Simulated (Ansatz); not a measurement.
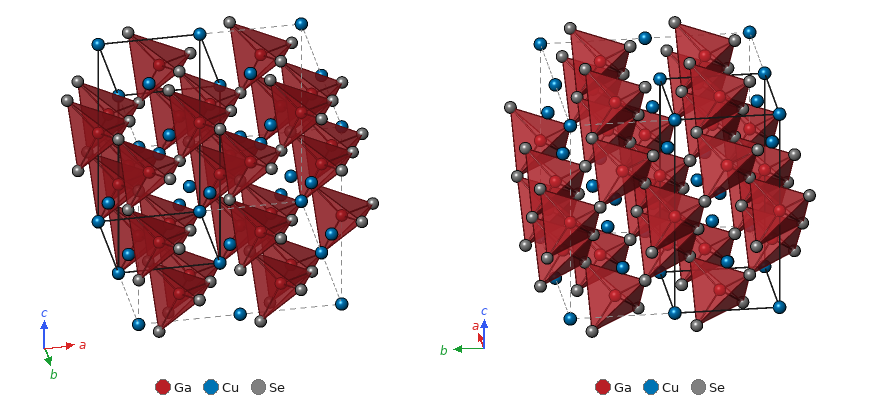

Polyhedra are drawn about Ga (bonds: Ga–Se below 2.8 Å); other atoms are plain spheres. Two views of the same piece.

GaCuSe₂ (space group I-42d, No. 122): coordinates from a relaxation with DFT, PBE, plane waves, PAW in Ansatz.

**What figure surrounds each Ga atom, and what does it share with the other drawn polyhedra?**

Ga: GaSe4 tetrahedron, sharing corners with four neighbours.

**What is the connectivity of the polyhedra: isolated, groups, chains, layers or framework?**

They form a three-dimensional framework of corner-sharing tetrahedra.
